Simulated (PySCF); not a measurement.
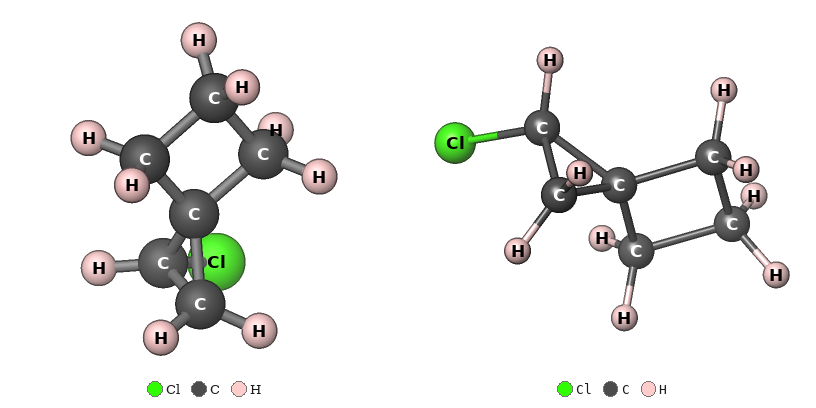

The same structure drawn twice, from different directions.

The computed structure is the end point of a GFN2-xTB optimisation. No frequency run is at hand to confirm it as a minimum.

What does the picture show?

The molecule is C₆H₉Cl. SMILES: `Cl[C@H]1CC12CCC2`. Independent rings (smallest set): 1 of 3 members, 1 of 4 members. Among its groups: C–Cl bond. The point group is C1.

The parts below concern this one geometry. Atoms keep their numbers from picture to picture.

## Dipole moment

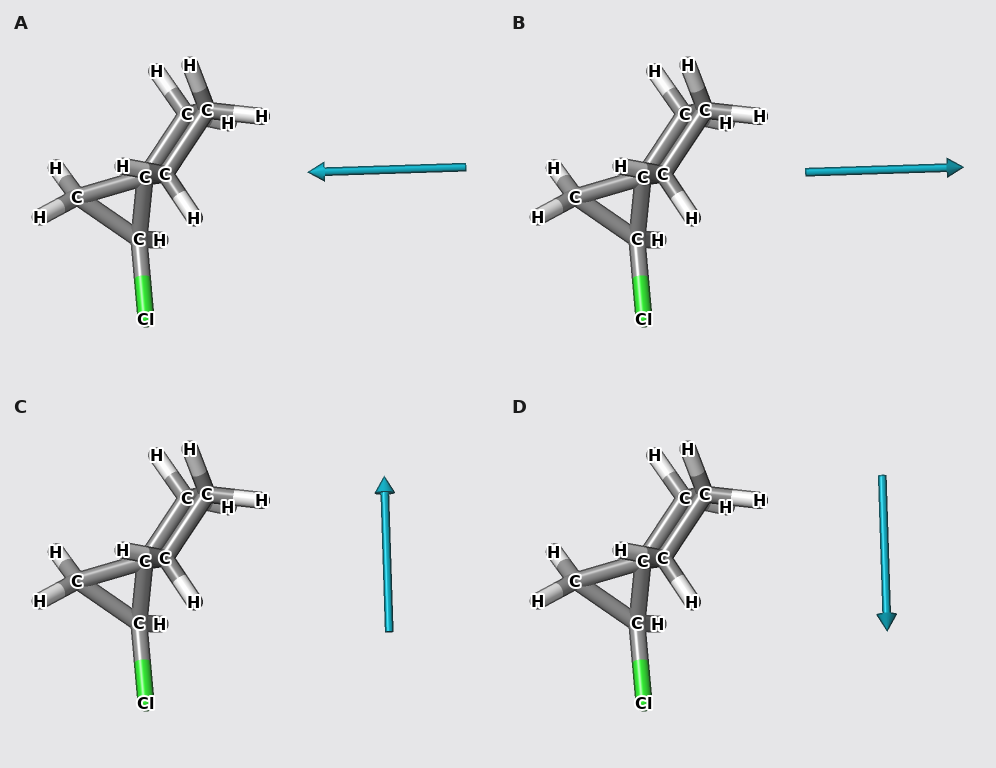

The same molecule four times, each with an arrow. No frequency run is at hand to confirm it as a minimum. Level of theory: PBE0/pcSseg-1, gas phase (PySCF 2.14.0).

Which arrow points along the dipole moment, from the negative to the positive end?

Answer. C. The dipole moment is 2.06 D.

## Ring current

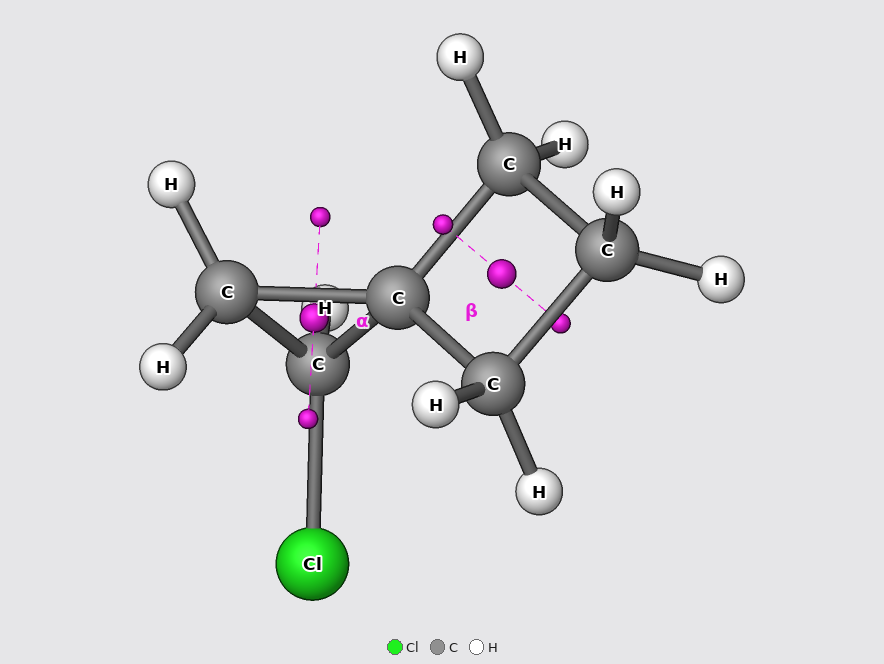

The small points mark where nucleus-independent chemical shifts (NICS) were computed: at the centre of each lettered ring and 1 Å above and below it. No frequency run is at hand to confirm it as a minimum. Level of theory: GIAO PBE0/pcSseg-1 NMR shielding, non-relativistic, gas phase (PySCF 2.14.0).

Give NICS(0), NICS(1) and the out-of-plane component NICS(1)zz for each ring (means of the two sides).

| ring | members | NICS(0) | NICS(1) | NICS(1)zz |
| --- | --- | --- | --- | --- |
| α | C3 | −42.0 | −8.9 | −18.6 |
| β | C4 | 1.2 | 0.8 | 4.3 |

Values in ppm.

## Polarisability

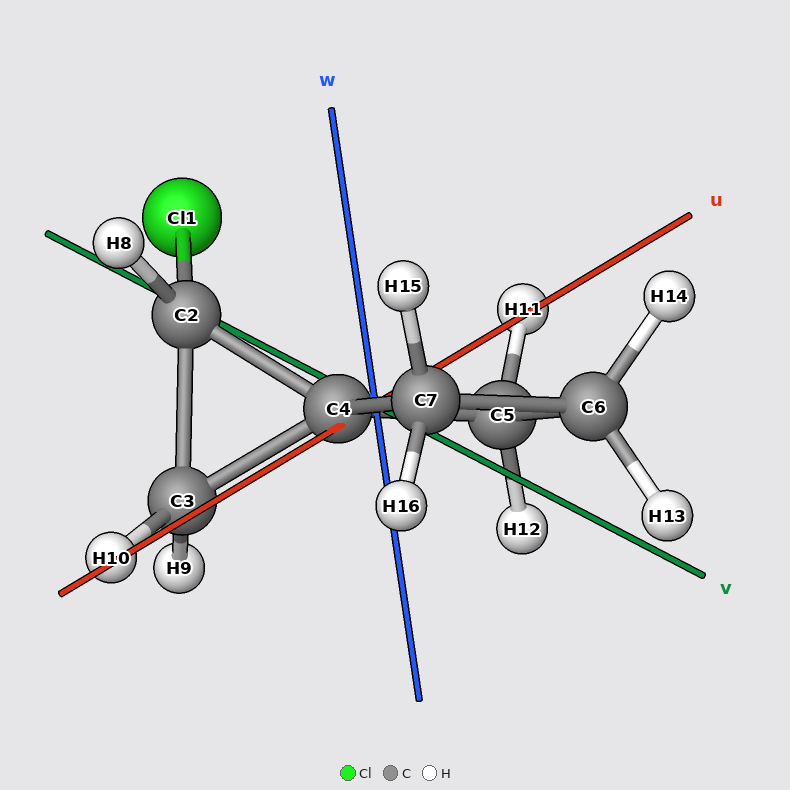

The lines u, v and w are the principal axes of the static dipole polarisability. No frequency run is at hand to confirm it as a minimum. Computed with PBE0/def2-SVPD (PySCF 2.14.0).

Along which axis is the molecule most polarisable, and along which least?

Answer. Most along v (close to the long direction Cl1···C6), least along w.

Give the three principal values.

Answer. u 77.4, v 92.0, w 69.8 bohr³; mean 79.8, anisotropy 19.5 bohr³.
